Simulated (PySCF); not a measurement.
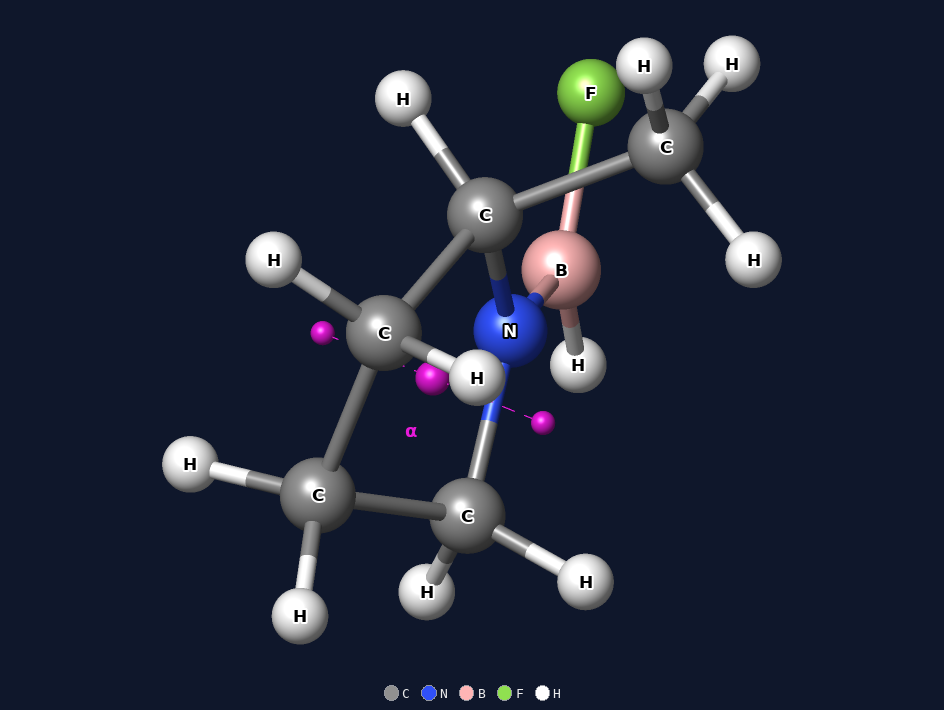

The small points mark where nucleus-independent chemical shifts (NICS) were computed: at the centre of each lettered ring and 1 Å above and below it. The geometry was computed by an optimisation with GFN2-xTB. No frequency run is at hand to confirm it as a minimum. Properties computed with GIAO PBE0/pcSseg-1 NMR shielding, non-relativistic, gas phase (PySCF 2.14.0).

Give NICS(0), NICS(1) and the out-of-plane component NICS(1)zz for each ring (means of the two sides).

| ring | members | NICS(0) | NICS(1) | NICS(1)zz |
| --- | --- | --- | --- | --- |
| α | C4N | −6.7 | −3.6 | −4.1 |

Values in ppm.

### What do the values say about the ring currents?

Ring α: weak, as in a non-aromatic ring. NICS is one index among several.

The geometry is semi-empirical. Around B such bond lengths and angles can be off by a tenth of an ångström or more and by several degrees, and values that hang on the shape move with them.
